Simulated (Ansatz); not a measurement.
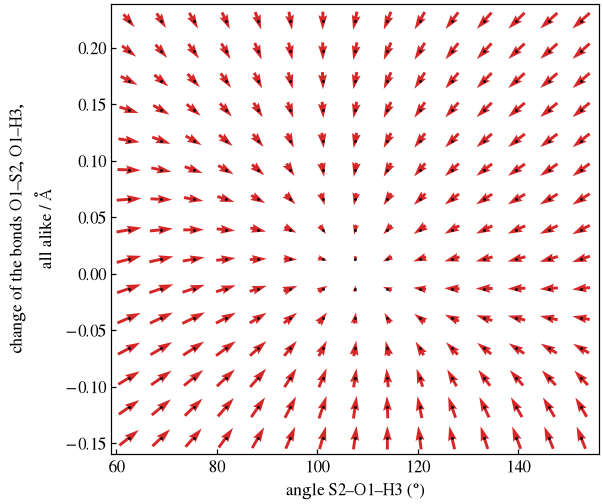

HOS, SMILES O[S], spin multiplicity 2. First axis: angle S2–O1–H3. Second axis: change of the bonds O1–S2, O1–H3, all alike. Nothing is relaxed (all other coordinates rigid). Grid: 15 × 15 points. Points are written as (first, second). These are results of UKS PBE-D4/def2-TZVP in Ansatz 0.2.0, not measurements.

In the figure: dots at the grid points, arrows along the force (downhill), their lengths compressed.

### The arrows alone are given. Where is the energy lowest?

The arrows converge at about (108°, 0.000 Å) (read from the interpolated surface).

The energy map of the same scan:

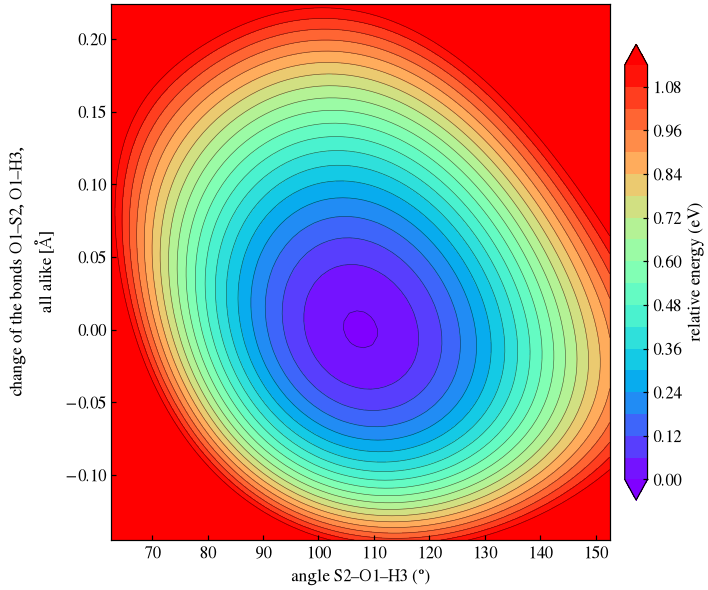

Energies are in eV, from the lowest grid point; between grid points the surface is interpolated.
